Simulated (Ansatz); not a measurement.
A series of calculations on TaH₄O₃BrClF

Part 1: Relaxation

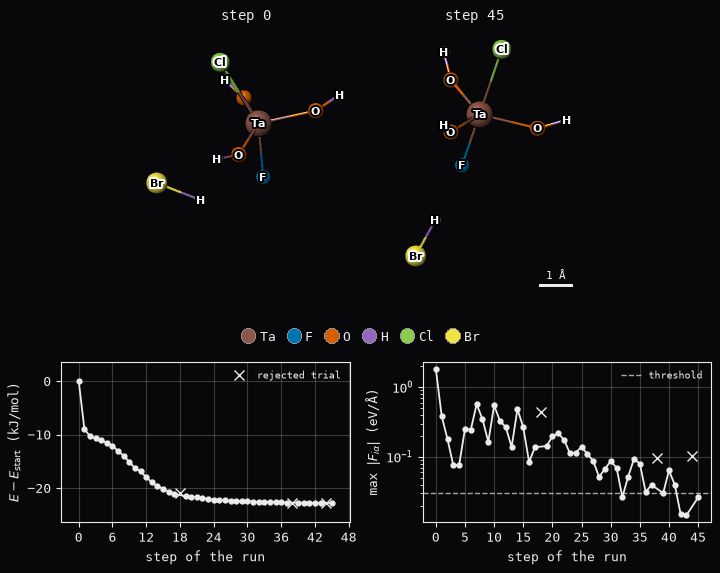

First and last geometry of a relaxation of TaH4O3BrClF, with the history of the run. A ball-and-stick model, seen from a free direction.

The run prepares an end point of a later path (reaction) calculation, from a guessed geometry.

All numbers below come from RHF/def2-SVP in Ansatz 0.2.0. (no spin polarisation; force threshold 0.03 eV/Å; at most 50 steps)

Read the history and describe the run.

It converged. The Br atom moves most after the best rigid fit: 2.75 Å. By element the largest moves are Br 2.75 Å, Cl 1.73 Å, H 1.15 Å, F 0.98 Å, O 0.97 Å, Ta 0.36 Å. Near-neighbour distances that change, for instance: Br–H 1.492 → 1.413 Å, F–Ta 1.923 → 1.901 Å, O–Ta 1.851 → 1.868 Å, O–Ta 1.885 → 1.867 Å. Bond angles that change, for instance: O–Ta–O 146.5° → 120.0°, F–Ta–Cl 155.0° → 180.0°, Cl–Ta–O 103.7° → 88.9°. Groups turn about O–Ta by about 80°, O–Ta by about 45°, O–Ta by about 40°. After 42 accepted moves (45 points after the start) the energy has fallen by 22.8 kJ/mol. Largest force component: 1.8 eV/Å at the start, 0.026 eV/Å at the end. The line search rejected the trial steps at points 18, 38, 44 of the run. The forces were under the threshold at step 32, but the run went on from there. The run took 100 s on 4 threads of Arm Neoverse V2, with other jobs on the host, peak memory 0.53 GiB.

Limits of the set-up: Hartree-Fock leaves out electron correlation.

Part 2: Relaxation

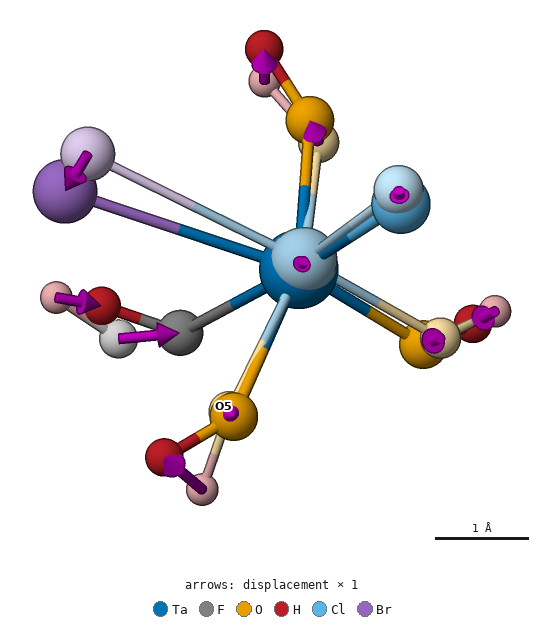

This is a relaxation of TaH4O3BrClF. The starting structure is drawn faded, the final one solid; purple arrows show the displacements, at their true length. The two geometries are superimposed by the best rigid fit.

The picture is a ball-and-stick view, seen at a tilt.

The run prepares an end point of a later path (reaction) calculation, from a guessed geometry.

Computed with Ansatz, RHF/def2-SVP. Settings: no spin polarisation; force threshold 0.03 eV/Å; at most 50 steps.

Question: Atoms of which element are displaced furthest, and by how much?

Answer: Hydrogen: up to 0.99 Å, against 0.68 Å for fluorine.

Question: What did the optimiser do to the structure, and how much energy did it gain?

Answer: An H atom moves most after the best rigid fit: 0.99 Å. Largest moves by element: H 0.99 Å, F 0.68 Å, Br 0.54 Å, O 0.43 Å, Cl 0.25 Å, Ta 0.21 Å. Among the contacts that change: F–Ta 3.129 → 2.483 Å, H–Ta 3.271 → 2.856 Å, Br–Ta 2.648 → 2.697 Å, O–Ta 1.863 → 1.878 Å. New bonds form, among them: F–Ta (3.13 → 2.48 Å). Bond angles that change, for instance: O–Ta–O 140.5° → 160.0°, O–Ta–Cl 110.3° → 97.6°, O–Ta–Br 163.7° → 152.3°. Over 12 accepted moves (16 points after the start) the energy falls by 16.7 kJ/mol. Largest force component: 0.3 eV/Å at the start, 0.025 eV/Å at the end. The line search rejected the trial steps at points 6, 11, 13, 15 of the run.

Limits of the set-up: the start holds two separate molecules, 2.7 Å apart at their closest, whose relative position is a soft coordinate and is computed without a dispersion correction; Hartree-Fock leaves out electron correlation.

Part 3: Path

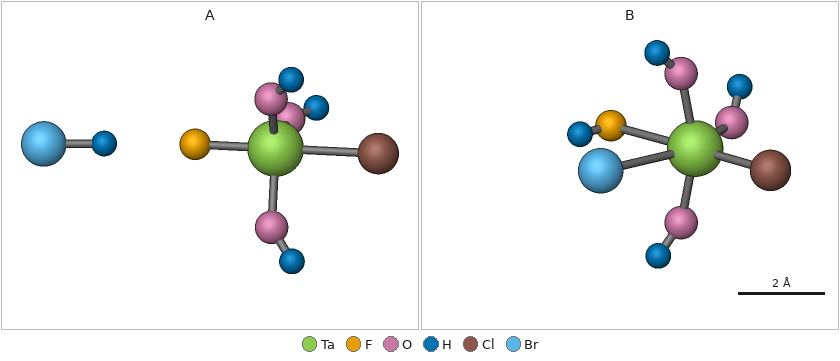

The two relaxed end points of a path for TaH$_{4}$O$_{3}$BrClF. The picture is a ball-and-stick view, seen at a tilt.

Theory: RHF/def2-SVP (Ansatz).

Run with 9 movable images; climbing image; force threshold 0.05 eV/Å; iteration limit 60.

Start:
```xyz
11

Ta   -0.5563   -0.1212    0.0238
F     1.2823    0.2155   -0.3203
O    -0.5155    0.9887    1.5251
H    -1.0019    1.3614    2.2431
O    -1.0326    0.5783   -1.6411
H    -1.7347    0.7801   -2.2390
Cl   -2.9036   -0.5522    0.4627
O    -0.2243   -1.9506    0.2069
H    -0.5984   -2.8003    0.3786
Br    4.5889    1.2906   -0.9954
H     3.2814    0.8288   -0.7243
```

End:
```xyz
11

Ta   -0.5169    0.0939   -0.0734
F     1.8497   -0.5737   -0.4183
O     0.0954    0.3111    1.7046
H     0.5700    0.9128    2.2546
O    -0.5222    0.0990   -1.9510
H    -0.2715    0.5493   -2.7411
Cl   -2.6879    0.8269    0.2567
O    -0.6652   -1.7606    0.1000
H    -0.4766   -2.4072    0.7636
Br    0.9138    2.3523   -0.4290
H     2.2967    0.2152   -0.5465
```

Q: What barrier does the band find between them, and by what path?

A: The energy climbs by 20.4 kcal/mol to image 9 and then falls by 12.0 kcal/mol, so the end point sits at +8.4 kcal/mol. Breaking: Br10–H11 (1.41 → 1.70 at the top → 2.55 Å). Forming: F2–H11 (2.13 → 1.13 at the top → 0.92 Å), Ta1–Br10 (5.43 → 3.38 at the top → 2.70 Å). The band is converged. At the top, the vibrational analysis gives one imaginary mode (942i cm⁻¹), as a transition state must have.

Energies of the converged images:

```
image  path (Å)  E (kcal/mol)
    0      0.00           0.0
    1      0.64           0.0
    2      1.29           0.1
    3      1.93           0.2
    4      2.57           0.4
    5      3.21           0.8
    6      3.86           1.6
    7      4.50           3.5
    8      5.14           6.5
    9      5.77          20.4
   10      7.08           8.4
```

The geometry at the top of the path:

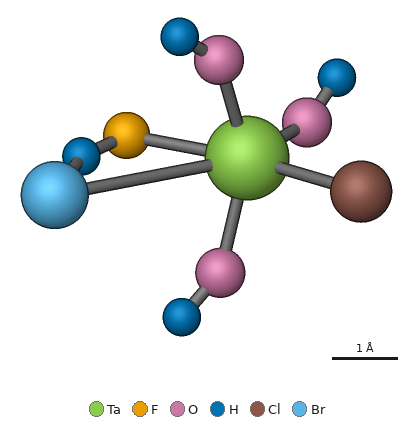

Limits of the set-up: Hartree-Fock leaves out electron correlation.

Cost: 14 min on 4 threads of Arm Neoverse V2, with other jobs on the host, peak memory 0.55 GiB.
